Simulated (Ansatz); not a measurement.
## Electronic structure of ClGaH$_{3}$OSi (SMILES [SiH3][O][Ga][Cl]) (doublet) in real space

The calculation's input:

```
crystal:
  periodic: [false, false, false]
  atoms:
    - {symbol: Si, position_ang: [-0.018813, 1.163531, 0.161160]}
    - {symbol: O, position_ang: [-0.011344, -0.474371, 0.204746]}
    - {symbol: Ga, position_ang: [0.079382, -1.883457, -0.883230]}
    - {symbol: Cl, position_ang: [0.015360, -3.825687, 0.061089]}
    - {symbol: H, position_ang: [0.092220, 1.664383, -1.237870]}
    - {symbol: H, position_ang: [1.129507, 1.685703, 0.946034]}
    - {symbol: H, position_ang: [-1.286322, 1.669909, 0.748072]}
basis:
  gaussian: {orbitals: def2-TZVPP}
magnetization: {spin_polarized: true, initial_magnetization: 1}
hamiltonian: {xc: pbe0, dispersion: d4}
output: {orbitals: {seedname: orbitals}}
```

Run with:

```sh
ansatz run in.yaml --threads 4 --pin off --events-out ev --progress --plain --max-ram 10444MiB
```

Geometry: PBE0-D4/def2-TZVP.

Computed with UKS PBE0-D4/def2-TZVPP in Ansatz 0.2.0.

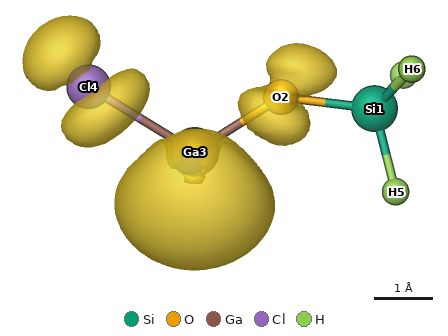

Figure 1. Isosurfaces of the spin density (α minus β) at +0.015 (yellow) and −0.015 e/Å³ (cyan), seen at a tilt.

**Which atoms carry the spin?**

The unpaired spin (1 electron) lies mostly on Ga3 (about 0.7), Cl4 (about 0.2) and O2 (about 0.1), in electrons by Hirshfeld's partition.

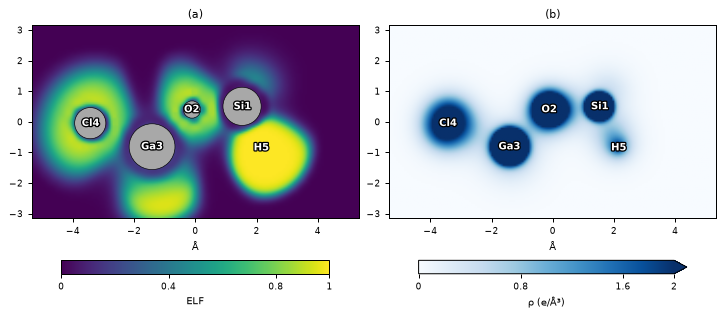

Figure 2. (a) electron localisation function; (b) total electron density on the plane of atoms O2, Si1 and H5. Grey discs cover the atomic cores in the ELF map.

**Read the bonding off the picture.**

- The plane passes through Si, O, Ga, Cl and H nuclei.
- Si–O (1.64 Å): ρ at the midpoint is about 1.2 e/Å³; the ELF peaks at about 0.85 between the atoms, as expected for a polar covalent bond.
- Ga–O (1.78 Å): ρ is about 0.89 e/Å³ halfway; the ELF peaks at about 0.80 in the valence shell of O, 0.5 Å from its nucleus, and is about 0.20 at the midpoint.
- Ga–Cl (2.16 Å): ρ is about 0.7 e/Å³ halfway; the ELF peaks at about 0.80 in the valence shell of Cl, 0.9 Å from its nucleus, and is about 0.55 at the midpoint.
- Si–H (1.49 Å): ρ at the midpoint is about 0.81 e/Å³; the ELF climbs to about 1 towards the hydrogen, as it does in any bond to H.
- The ELF also peaks beside Cl4 and O2, away from the bonds: non-bonding electrons, paired or unpaired.

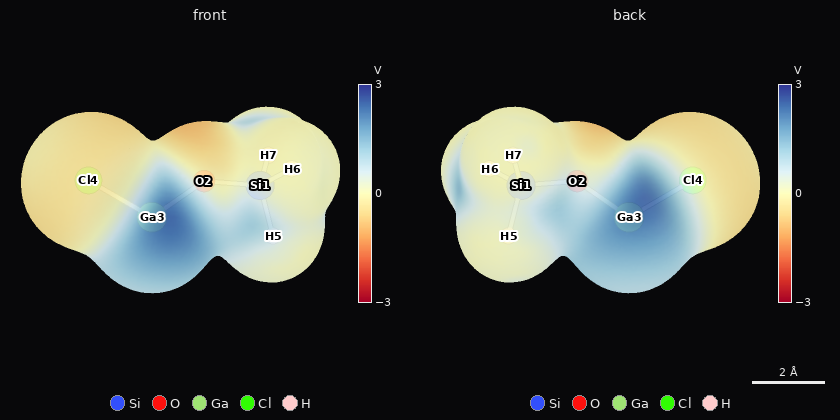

Figure 3. The molecular electrostatic potential painted on the density surface at 0.002 e/bohr³, seen from the front and from behind; the colour scale runs from red (negative) to blue (positive).

**Describe the electrostatic potential map.**

The most negative region (about −0.9 V) lies over O2, the most positive (about +2.5 V) over Ga3.
